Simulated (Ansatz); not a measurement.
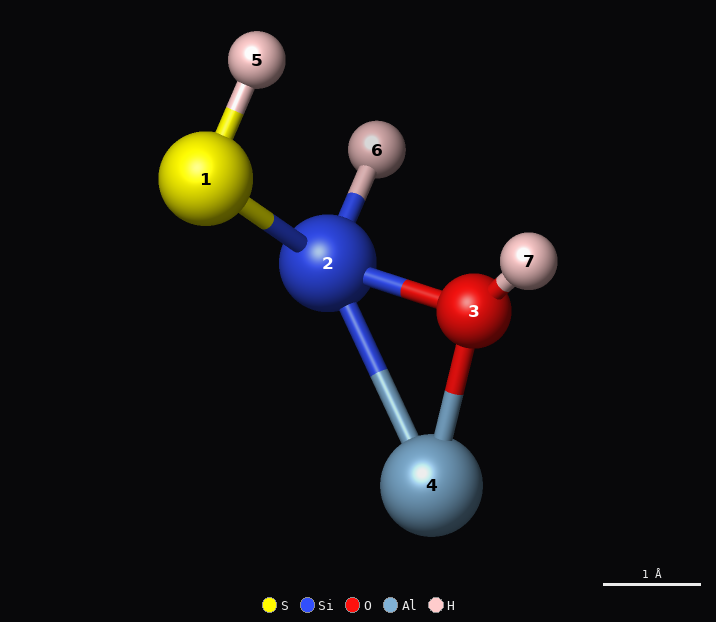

Atoms carry their numbers in the input. The geometry was computed by an optimisation with PBE0-D4/def2-TZVP. No frequency run is at hand to confirm it as a minimum.

### Describe the coordination of atom 1.

S1 has 2 neighbours (Si2 at 2.15, H5 at 1.34 Å); the arrangement is bent.

### Which bond is the longest?

Si2–Al4, 2.576 Å.

### What is the dihedral angle S1–Si2–Al4–O3?

85° in size, that is about perpendicular.
